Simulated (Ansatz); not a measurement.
## Run report: AlSiH$_{7}$ClO$_{2}$, geometry relaxation

System: AlSiH$_{7}$ClO$_{2}$, multiplicity 2.
Method: UKS PBE0-D4/def2-SVP (Ansatz 0.2.0).

The input holds or restrains some coordinates. Forces given for the steps count only the free coordinates. Figures and captions count atoms from 1; the log counts them from 0 in places.

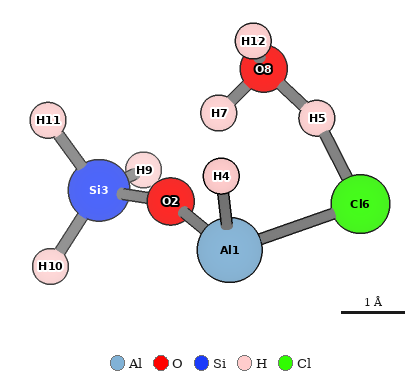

Figure 1. The input geometry (ball-and-stick view, seen at a tilt; atoms are numbered from 1 in the order of the input). Sticks mark near contacts. Bond lengths as drawn: Al–Cl 2.31 Å, Al–H 1.62 Å, Al–O 1.78 Å, Cl–H 1.61 Å, H–O 0.97 to 1.19 Å, H–Si 1.46 to 1.47 Å and O–Si 1.63 Å.

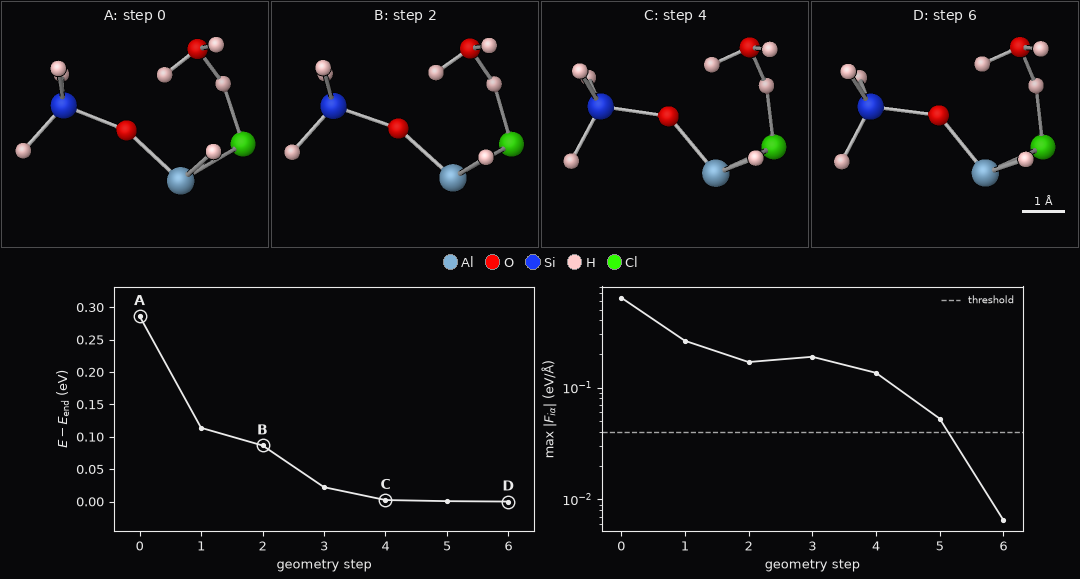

Figure 2. Frames of the restrained relaxation (ball-and-stick view, seen at a tilt) above the curves, on which the letters mark them (the first geometry is step 0 here and step 1 in the log).

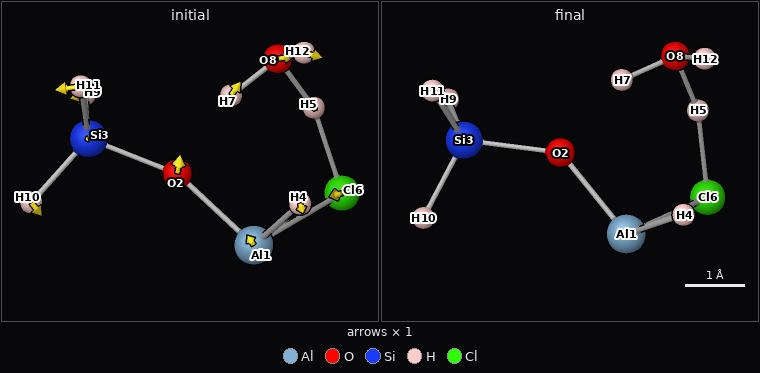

Figure 3. Before (left) and after (right) the restrained relaxation, at one scale (ball-and-stick view, seen at a tilt). The yellow arrows give the displacements, at true length. After 6 geometry steps the energy has fallen by 0.286 eV. The largest force component goes from 0.64 to 0.0065 eV/Å. The atom that moves furthest after the best rigid fit is H11 (0.49 Å). By element the largest moves are H 0.49 Å, O 0.38 Å, Cl 0.29 Å, Al 0.24 Å, Si 0.08 Å. Among the contacts that change: O2–Si3 1.629 → 1.667 Å, Si3–H10 1.459 → 1.494 Å, Si3–H11 1.467 → 1.495 Å. Among the angles that change: Al1–O2–Si3 158.5° → 136.3°, O2–Al1–H4 97.0° → 105.9°, H4–Al1–Cl6 90.9° → 99.6°. (Atoms are counted from 1 in the order of the input.)

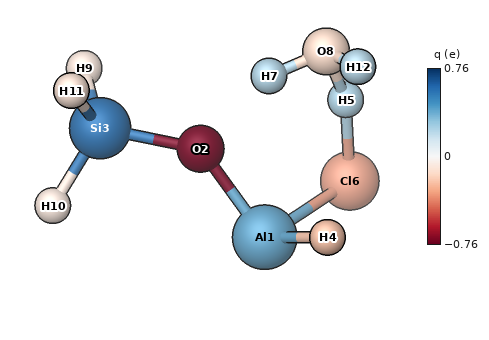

Figure 4. Mulliken charges, as the colour of each atom (ball-and-stick view, seen at a tilt; atoms are numbered from 1 in the order of the input). By element: Al +0.41, O −0.73 to −0.14, Si +0.58, H −0.21 to +0.27 and Cl −0.34 e.

These pictures come from the run below.

**Input file**
```yaml
crystal:
  periodic: [false, false, false]
  atoms:
    - {symbol: Al, position_ang: [-0.749800, -1.479900, 1.126700]}
    - {symbol: O, position_ang: [-0.654700, -0.373000, -0.269100]}
    - {symbol: Si, position_ang: [-1.055600, 0.309300, -1.692900]}
    - {symbol: H, position_ang: [-0.743500, -0.343300, 2.281500]}
    - {symbol: H, position_ang: [1.741100, -0.328700, 1.021000]}
    - {symbol: Cl, position_ang: [1.505600, -1.866200, 1.442200]}
    - {symbol: H, position_ang: [0.634800, 0.498500, 0.188300]}
    - {symbol: O, position_ang: [1.503800, 0.776600, 0.648300]}
    - {symbol: H, position_ang: [0.147300, 0.218300, -2.524400]}
    - {symbol: H, position_ang: [-2.194200, -0.388500, -2.281200]}
    - {symbol: H, position_ang: [-1.377000, 1.706100, -1.380500]}
    - {symbol: H, position_ang: [1.242400, 1.270800, 1.440100]}
basis:
  gaussian: {orbitals: def2-SVP}
magnetization: {spin_polarized: true, initial_magnetization: 1}
hamiltonian: {xc: pbe0, dispersion: d4}
relax: {f_tol: 0.04, max_steps: 150, escape_saddle: false, constraints: [{distance: [0, 5]}, {distance: [4, 7]}, {distance: [1, 6]}, {distance: [0, 1]}, {distance: [4, 5]}, {distance: [6, 7]}]}
```

Run as:
```bash
ansatz run in.yaml --threads 5 --pin off --events-out ev --progress --plain --max-ram 66560MiB --backend cpu
```

**Output**
```
Functional definition: PBE0
  name "PBE0"
  cite "Adamo & Barone, J. Chem. Phys. 110, 6158 (1999) doi:10.1063/1.478522"
  cite "Perdew, Burke & Ernzerhof, Phys. Rev. Lett. 77, 3865 (1996) doi:10.1103/PhysRevLett.77.3865"
  parent pbe
  parameter a = 0.25
  parameter kappa = 0.804
  parameter beta = 0.06672455060314922
  exchange = (1 - a)*pbe_x(kappa = kappa, mu = beta*pi^2/3) + a*exact_x
  correlation = pbe_c(beta = beta)
1181 factors; integrals over basis functions are off by at most 5.4e-4 eV
mean field evaluation 1: about -31174.3479 eV, gradient 4.1e1 eV
mean field evaluation 2: about -31162.5166 eV, gradient 6.9e1 eV
mean field evaluation 4: about -31180.2592 eV, gradient 3.9e0 eV
mean field evaluation 8: about -31180.3075 eV, gradient 3.3e-2 eV
mean field evaluation 16: about -31180.3075 eV, gradient 3.7e-5 eV
mean field -31180.30746945 eV, -1145.8551647307 hartree, gradient 3.7e-5 eV, S^2 0.751271; 0 other end points of the search recorded, 0 dependent functions left out
the calculation of the forces begins
reference -31180.30750055 eV, -1145.8551658736 hartree; 34, 33 occupied and 83, 84 virtual orbitals, 1181 factors
relax step   1: F+E_penalty+E_count = -31180.55341859 eV  Δ(F+E_penalty+E_count) = +0.000e0 eV  max|allowed force component| = 6.388e-1 eV/Å  Δτ_max = 0.0000 Å  (28 SCF iters, accepted)
  distance Al 0 - Cl 5 held at 2.309891 Å   reaction = -4.1154e-1 eV/Å
  distance H 4 - O 7 held at 1.190338 Å   reaction = +7.8169e-1 eV/Å
  distance O 1 - H 6 held at 1.622201 Å   reaction = +5.9120e-1 eV/Å
  distance Al 0 - O 1 held at 1.783964 Å   reaction = +3.2104e-1 eV/Å
  distance H 4 - Cl 5 held at 1.611452 Å   reaction = -9.9198e-2 eV/Å
  distance H 6 - O 7 held at 1.021812 Å   reaction = +1.6472e-1 eV/Å
these checks for a lower state are left out or cut short: starts, cluster_reference, orbital_swaps, neighbouring_geometries, increment
1181 factors; integrals over basis functions are off by at most 6.1e-4 eV
mean field -31180.48251147 eV, -1145.8615974064 hartree, gradient 1.3e-5 eV, S^2 0.751118; 0 other end points of the search recorded, 0 dependent functions left out
the calculation of the forces begins
reference -31180.48254325 eV, -1145.8615985744 hartree; 34, 33 occupied and 83, 84 virtual orbitals, 1181 factors
relax step   2: F+E_penalty+E_count = -31180.72583107 eV  Δ(F+E_penalty+E_count) = -1.724e-1 eV  max|allowed force component| = 2.627e-1 eV/Å  Δτ_max = 0.1946 Å  (31 SCF iters, accepted)
  distance Al 0 - Cl 5 held at 2.309891 Å   reaction = -4.9196e-1 eV/Å
  distance H 4 - O 7 held at 1.190338 Å   reaction = +8.1096e-1 eV/Å
  distance O 1 - H 6 held at 1.622201 Å   reaction = +5.9379e-1 eV/Å
  distance Al 0 - O 1 held at 1.783964 Å   reaction = -1.8940e-1 eV/Å
  distance H 4 - Cl 5 held at 1.611452 Å   reaction = +3.8838e-2 eV/Å
  distance H 6 - O 7 held at 1.021812 Å   reaction = +1.8911e-1 eV/Å
these checks for a lower state are left out or cut short: starts, cluster_reference, orbital_swaps, neighbouring_geometries, increment
1181 factors; integrals over basis functions are off by at most 6.3e-4 eV
mean field -31180.51003283 eV, -1145.8626087978 hartree, gradient 1.2e-5 eV, S^2 0.751127; 0 other end points of the search recorded, 0 dependent functions left out
the calculation of the forces begins
reference -31180.51006477 eV, -1145.8626099716 hartree; 34, 33 occupied and 83, 84 virtual orbitals, 1181 factors
relax step   3: F+E_penalty+E_count = -31180.75309716 eV  Δ(F+E_penalty+E_count) = -2.727e-2 eV  max|allowed force component| = 1.694e-1 eV/Å  Δτ_max = 0.0439 Å  (29 SCF iters, accepted)
  distance Al 0 - Cl 5 held at 2.309891 Å   reaction = -4.6914e-1 eV/Å
  distance H 4 - O 7 held at 1.190338 Å   reaction = +7.5344e-1 eV/Å
  distance O 1 - H 6 held at 1.622201 Å   reaction = +5.3062e-1 eV/Å
  distance Al 0 - O 1 held at 1.783964 Å   reaction = -3.8259e-1 eV/Å
  distance H 4 - Cl 5 held at 1.611452 Å   reaction = -1.0137e-2 eV/Å
  distance H 6 - O 7 held at 1.021812 Å   reaction = +1.5520e-1 eV/Å
these checks for a lower state are left out or cut short: starts, cluster_reference, orbital_swaps, neighbouring_geometries, increment
1181 factors; integrals over basis functions are off by at most 6.6e-4 eV
mean field evaluation 32: about -31180.5740 eV, gradient 3.5e-1 eV
mean field -31180.57766028 eV, -1145.8650940606 hartree, gradient 8.3e-6 eV, S^2 0.751105; 0 other end points of the search recorded, 0 dependent functions left out
the calculation of the forces begins
reference -31180.57769263 eV, -1145.8650952495 hartree; 34, 33 occupied and 83, 84 virtual orbitals, 1181 factors
relax step   4: F+E_penalty+E_count = -31180.81748845 eV  Δ(F+E_penalty+E_count) = -6.439e-2 eV  max|allowed force component| = 1.888e-1 eV/Å  Δτ_max = 0.2000 Å  (30 SCF iters, accepted)
  distance Al 0 - Cl 5 held at 2.309891 Å   reaction = -4.0668e-1 eV/Å
  distance H 4 - O 7 held at 1.190338 Å   reaction = +7.1946e-1 eV/Å
  distance O 1 - H 6 held at 1.622201 Å   reaction = +2.7093e-1 eV/Å
  distance Al 0 - O 1 held at 1.783964 Å   reaction = -5.5879e-1 eV/Å
  distance H 4 - Cl 5 held at 1.611452 Å   reaction = -7.5463e-2 eV/Å
  distance H 6 - O 7 held at 1.021812 Å   reaction = +7.8657e-3 eV/Å
these checks for a lower state are left out or cut short: starts, cluster_reference, orbital_swaps, neighbouring_geometries, increment
1181 factors; integrals over basis functions are off by at most 6.1e-4 eV
mean field -31180.59758429 eV, -1145.8658262544 hartree, gradient 1.8e-5 eV, S^2 0.751115; 0 other end points of the search recorded, 0 dependent functions left out
the calculation of the forces begins
reference -31180.59761688 eV, -1145.8658274522 hartree; 34, 33 occupied and 83, 84 virtual orbitals, 1181 factors
relax step   5: F+E_penalty+E_count = -31180.83734257 eV  Δ(F+E_penalty+E_count) = -1.985e-2 eV  max|allowed force component| = 1.357e-1 eV/Å  Δτ_max = 0.1388 Å  (29 SCF iters, accepted)
  distance Al 0 - Cl 5 held at 2.309891 Å   reaction = -3.9719e-1 eV/Å
  distance H 4 - O 7 held at 1.190338 Å   reaction = +7.6054e-1 eV/Å
  distance O 1 - H 6 held at 1.622201 Å   reaction = +4.5191e-1 eV/Å
  distance Al 0 - O 1 held at 1.783964 Å   reaction = -4.6354e-1 eV/Å
  distance H 4 - Cl 5 held at 1.611452 Å   reaction = -4.8178e-2 eV/Å
  distance H 6 - O 7 held at 1.021812 Å   reaction = +1.2499e-1 eV/Å
these checks for a lower state are left out or cut short: starts, cluster_reference, orbital_swaps, neighbouring_geometries, increment
1181 factors; integrals over basis functions are off by at most 6.1e-4 eV
mean field -31180.59967063 eV, -1145.8659029263 hartree, gradient 2.1e-5 eV, S^2 0.751101; 0 other end points of the search recorded, 0 dependent functions left out
the calculation of the forces begins
reference -31180.59970327 eV, -1145.8659041256 hartree; 34, 33 occupied and 83, 84 virtual orbitals, 1181 factors
relax step   6: F+E_penalty+E_count = -31180.83906819 eV  Δ(F+E_penalty+E_count) = -1.726e-3 eV  max|allowed force component| = 5.282e-2 eV/Å  Δτ_max = 0.0305 Å  (29 SCF iters, accepted)
  distance Al 0 - Cl 5 held at 2.309891 Å   reaction = -3.9100e-1 eV/Å
  distance H 4 - O 7 held at 1.190338 Å   reaction = +7.2130e-1 eV/Å
  distance O 1 - H 6 held at 1.622201 Å   reaction = +3.4543e-1 eV/Å
  distance Al 0 - O 1 held at 1.783964 Å   reaction = -5.0767e-1 eV/Å
  distance H 4 - Cl 5 held at 1.611452 Å   reaction = -6.5224e-2 eV/Å
  distance H 6 - O 7 held at 1.021812 Å   reaction = +7.6611e-2 eV/Å
these checks for a lower state are left out or cut short: starts, cluster_reference, orbital_swaps, neighbouring_geometries, increment
1181 factors; integrals over basis functions are off by at most 6.0e-4 eV
mean field -31180.60020556 eV, -1145.8659225845 hartree, gradient 1.1e-5 eV, S^2 0.751098; 0 other end points of the search recorded, 0 dependent functions left out
the calculation of the forces begins
reference -31180.60023826 eV, -1145.8659237860 hartree; 34, 33 occupied and 83, 84 virtual orbitals, 1181 factors
relax step   7: F+E_penalty+E_count = -31180.83968794 eV  Δ(F+E_penalty+E_count) = -6.198e-4 eV  max|allowed force component| = 6.527e-3 eV/Å  Δτ_max = 0.0242 Å  (29 SCF iters, accepted)
  distance Al 0 - Cl 5 held at 2.309891 Å   reaction = -3.9870e-1 eV/Å
  distance H 4 - O 7 held at 1.190338 Å   reaction = +7.3792e-1 eV/Å
  distance O 1 - H 6 held at 1.622201 Å   reaction = +3.7732e-1 eV/Å
  distance Al 0 - O 1 held at 1.783964 Å   reaction = -5.1135e-1 eV/Å
  distance H 4 - Cl 5 held at 1.611452 Å   reaction = -5.0858e-2 eV/Å
  distance H 6 - O 7 held at 1.021812 Å   reaction = +8.2969e-2 eV/Å
1181 factors; integrals over basis functions are off by at most 6.0e-4 eV
mean field evaluation 64: about -31180.5517 eV, gradient 3.8e0 eV
mean field -31180.60020556 eV, -1145.8659225845 hartree, gradient 1.1e-5 eV, S^2 0.751098; 1 other end points of the search recorded, 0 dependent functions left out
the calculation of the forces begins
reference -31180.60023826 eV, -1145.8659237860 hartree; 34, 33 occupied and 83, 84 virtual orbitals, 1181 factors
Total energy: -31180.83972063 eV, -1145.8747246010 hartree
Atom 0 at    -0.765230    -1.260655     1.021287 Å, force    -0.459356    -0.232110     0.332395 eV/Å
Atom 1 at    -0.491476    -0.030408    -0.241282 Å, force     0.387455     0.526070    -0.229226 eV/Å
Atom 2 at    -1.095082     0.292993    -1.760704 Å, force    -0.000204    -0.001856     0.004280 eV/Å
Atom 3 at    -0.886100    -0.446687     2.414611 Å, force     0.000547     0.000026     0.000268 eV/Å
Atom 4 at     1.767999    -0.400454     1.074933 Å, force    -0.050351     0.775923    -0.111700 eV/Å
Atom 5 at     1.426757    -1.971912     1.179098 Å, force     0.365294    -0.173674     0.028820 eV/Å
Atom 6 at     0.828538     0.719894     0.329812 Å, force    -0.240606    -0.163625    -0.087064 eV/Å
Atom 7 at     1.671940     0.773648     0.904167 Å, force    -0.012374    -0.733250     0.061094 eV/Å
Atom 8 at    -0.009907     0.161860    -2.780574 Å, force     0.000385     0.000088     0.001462 eV/Å
Atom 9 at    -2.197815    -0.659181    -2.089744 Å, force     0.004021     0.001708     0.001986 eV/Å
Atom 10 at    -1.619323     1.691900    -1.807185 Å, force     0.001335    -0.002433    -0.000175 eV/Å
Atom 11 at     1.369899     1.129002     1.755582 Å, force     0.003854     0.003133    -0.002140 eV/Å
Dipole moment:     0.327826     0.587748     0.011472 e Å
```

**Trajectory as extended XYZ (Å, eV, eV/Å), 7 frames, from step=1 to step=7**
```
12
Properties=species:S:1:pos:R:3:forces:R:3 step=1 energy=-31180.55342
Al   -0.7498   -1.4799    1.1267   -0.2418   0.4288   0.3314
O    -0.6547   -0.3730   -0.2691    0.8072  -0.2029   0.6889
Si   -1.0556    0.3093   -1.6929   -0.0193  -0.0913   0.0813
H    -0.7435   -0.3433    2.2815   -0.3581  -0.1350   0.2928
H     1.7411   -0.3287    1.0210   -0.2317   0.7517  -0.1289
Cl    1.5056   -1.8662    1.4422    0.5868  -0.3767  -0.1412
H     0.6348    0.4985    0.1883   -0.3111  -0.0317   0.0531
O     1.5038    0.7766    0.6483    0.2614  -0.8461   0.0789
H     0.1473    0.2183   -2.5244    0.3165   0.1240  -0.6341
H    -2.1942   -0.3885   -2.2812   -0.5051  -0.2010  -0.4345
H    -1.3770    1.7061   -1.3805   -0.1915   0.6261  -0.2146
H     1.2424    1.2708    1.4401   -0.1134  -0.0460   0.0267
12
Properties=species:S:1:pos:R:3:forces:R:3 step=2 energy=-31180.72583
Al   -0.6857   -1.4052    1.1809   -0.6975  -0.1266   0.3439
O    -0.6111   -0.3677   -0.2684    0.6847   0.3217   0.2808
Si   -1.0622    0.2904   -1.7074   -0.0123   0.1436  -0.1456
H    -0.8793   -0.3535    2.4206    0.0853  -0.1387  -0.1131
H     1.7476   -0.3504    1.0318   -0.0478   0.7312  -0.2084
Cl    1.5587   -1.9107    1.3878    0.3300  -0.0450  -0.0051
H     0.6605    0.5233    0.2013   -0.2133  -0.0886  -0.0784
O     1.5306    0.7656    0.6791    0.0934  -0.7834   0.2155
H     0.1111    0.2475   -2.6253    0.0095  -0.0124  -0.1607
H    -2.2228   -0.4028   -2.3148   -0.1283  -0.1199  -0.0628
H    -1.4049    1.7220   -1.4649   -0.0799   0.1111  -0.0795
H     1.2575    1.2416    1.4793   -0.0238   0.0069   0.0134
12
Properties=species:S:1:pos:R:3:forces:R:3 step=3 energy=-31180.75310
Al   -0.7102   -1.4070    1.1817   -0.5628  -0.1295   0.2877
O    -0.5898   -0.3585   -0.2565    0.5449   0.5748  -0.0778
Si   -1.0541    0.2917   -1.7053   -0.1262   0.0155  -0.1694
H    -0.8834   -0.3790    2.4344    0.0353  -0.0836  -0.0656
H     1.7580   -0.3477    1.0342   -0.1239   0.7117  -0.2107
Cl    1.5368   -1.9081    1.3703    0.3783  -0.1102   0.0314
H     0.6741    0.5444    0.2113   -0.1896  -0.1651  -0.0429
O     1.5450    0.7730    0.6943    0.0872  -0.7149   0.2222
H     0.0943    0.2393   -2.6650   -0.0341  -0.0054   0.0146
H    -2.2216   -0.4196   -2.3013   -0.0121  -0.0541   0.0381
H    -1.4203    1.7307   -1.4978    0.0053  -0.0331  -0.0232
H     1.2716    1.2408    1.4997   -0.0023  -0.0062  -0.0043
12
Properties=species:S:1:pos:R:3:forces:R:3 step=4 energy=-31180.81749
Al   -0.7331   -1.3331    1.0814   -0.4267  -0.1800   0.1994
O    -0.4906   -0.1974   -0.2728    0.2339   0.6193  -0.4863
Si   -1.0940    0.2843   -1.7571    0.1212   0.0283   0.1510
H    -0.8641   -0.3836    2.3800   -0.0245  -0.0001   0.0986
H     1.7768   -0.3773    1.0954   -0.1100   0.7680  -0.1522
Cl    1.4834   -1.9504    1.2858    0.3764  -0.1912   0.0565
H     0.7760    0.6385    0.3005   -0.2143  -0.1550  -0.1422
O     1.6245    0.7780    0.8525    0.0051  -0.6991   0.1969
H    -0.0115    0.1961   -2.7924   -0.0788  -0.0121   0.0704
H    -2.2560   -0.5542   -2.1939    0.0797   0.0117   0.1006
H    -1.5303    1.7198   -1.6633    0.0145  -0.1362  -0.0183
H     1.3190    1.1793    1.6840    0.0233  -0.0535  -0.0744
12
Properties=species:S:1:pos:R:3:forces:R:3 step=5 energy=-31180.83734
Al   -0.7561   -1.2722    1.0291   -0.4523  -0.1824   0.3783
O    -0.4829   -0.0696   -0.2600    0.4709   0.5233  -0.1057
Si   -1.0885    0.2939   -1.7639   -0.1356  -0.0230  -0.0605
H    -0.8704   -0.4207    2.4098    0.0007  -0.0413  -0.0688
H     1.7673   -0.3964    1.0877   -0.0559   0.7777  -0.1207
Cl    1.4393   -1.9702    1.1986    0.3611  -0.1818   0.0386
H     0.8246    0.6981    0.3167   -0.2439  -0.1431  -0.0672
O     1.6575    0.7745    0.9036    0.0437  -0.7759  -0.0029
H    -0.0204    0.1709   -2.8004    0.0283   0.0009  -0.0039
H    -2.2078   -0.6388   -2.0949    0.0069   0.0095  -0.0237
H    -1.6001    1.6981   -1.7723    0.0097   0.0091  -0.0149
H     1.3377    1.1325    1.7460   -0.0335   0.0270   0.0514
12
Properties=species:S:1:pos:R:3:forces:R:3 step=6 energy=-31180.83907
Al   -0.7590   -1.2605    1.0202   -0.4470  -0.2136   0.3392
O    -0.4799   -0.0407   -0.2513    0.3357   0.5104  -0.2484
Si   -1.0990    0.2908   -1.7637    0.0528   0.0215   0.0255
H    -0.8730   -0.4286    2.4052   -0.0042  -0.0105  -0.0032
H     1.7687   -0.4021    1.0845   -0.0543   0.7822  -0.1171
Cl    1.4314   -1.9745    1.1870    0.3585  -0.1787   0.0316
H     0.8321    0.7160    0.3298   -0.2157  -0.1798  -0.1122
O     1.6702    0.7715    0.9117   -0.0472  -0.7054   0.0907
H    -0.0197    0.1657   -2.7899   -0.0017  -0.0041  -0.0111
H    -2.2059   -0.6550   -2.0956    0.0010  -0.0059   0.0174
H    -1.6177    1.6923   -1.7965   -0.0093  -0.0050  -0.0018
H     1.3522    1.1251    1.7588    0.0314  -0.0111  -0.0106
12
Properties=species:S:1:pos:R:3:forces:R:3 step=7 energy=-31180.83969
Al   -0.7652   -1.2607    1.0213   -0.4594  -0.2321   0.3324
O    -0.4915   -0.0304   -0.2413    0.3875   0.5261  -0.2292
Si   -1.0951    0.2930   -1.7607   -0.0002  -0.0019   0.0043
H    -0.8861   -0.4467    2.4146    0.0005   0.0000   0.0003
H     1.7680   -0.4005    1.0749   -0.0504   0.7759  -0.1117
Cl    1.4268   -1.9719    1.1791    0.3653  -0.1737   0.0288
H     0.8285    0.7199    0.3298   -0.2406  -0.1636  -0.0871
O     1.6719    0.7736    0.9042   -0.0124  -0.7332   0.0611
H    -0.0099    0.1619   -2.7806    0.0004   0.0001   0.0015
H    -2.1978   -0.6592   -2.0897    0.0040   0.0017   0.0020
H    -1.6193    1.6919   -1.8072    0.0013  -0.0024  -0.0002
H     1.3699    1.1290    1.7556    0.0039   0.0031  -0.0021
```

**Summary**

| quantity | value |
| --- | --- |
| outcome | converged under the restraints of the input |
| total energy | −31180.8397 eV |
| mean-field energy | −31180.6002 eV |
| dispersion energy | −0.2395 eV |
| ⟨S²⟩ | 0.751 |
| SCF solution under orbital rotations | stable |
| largest force (length of the vector) at the end, held atoms and coordinates included | 0.786 eV/Å |
| dipole moment | 3.23 D |
| hardware | 5 CPU threads, shared host |
| wall time | 29 s (CPU time 80 s) |
| peak memory | 0.46 GiB |
